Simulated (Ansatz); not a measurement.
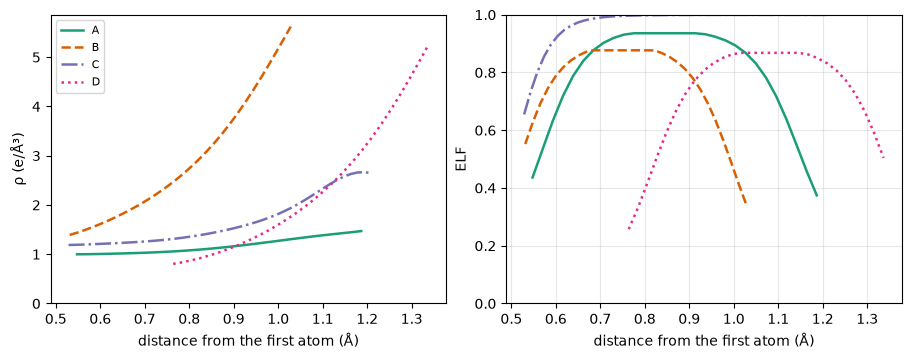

BH₅OSSi. Total electron density and ELF along straight lines between neighbouring atoms. The curves leave out the atomic cores.

These are results of UKS revPBE/6-31G* (Ansatz), not measurements.

```xyz
9

Si   -1.2216    0.7982    0.5530
O     0.3123    0.2747    0.0488
B     0.6913   -0.9226   -0.5007
S     2.4315   -1.2399   -0.9513
H    -1.1663    1.0548    2.0274
H    -1.5299    2.0745   -0.1665
H    -2.2688   -0.2321    0.2483
H    -0.0893   -1.8198   -0.7152
H     2.9290   -0.0339   -0.5611
```

**Which curve belongs to which contact (B–H, B–O, B–S and Si–O)? The first atom named is at distance zero.**

Curve A: B–S (1.83 Å): ρ at the midpoint is about 1.2 e/Å³; the ELF peaks at about 0.95 between the atoms: localised, covalent bonding. Curve B: B–O (1.37 Å): the density is about 2 e/Å³ at the midpoint; the ELF peaks at about 0.90 between the atoms, as expected for a polar covalent bond. Curve C: B–H (1.21 Å): ρ is about 1.2 e/Å³ halfway; the ELF climbs to about 1 towards the hydrogen, as it does in any bond to H (a covalent bond by its length). Curve D: Si–O (1.70 Å): the density is about 0.98 e/Å³ at the midpoint; the ELF peaks at about 0.85 between the atoms; a shared but strongly polarised pair.
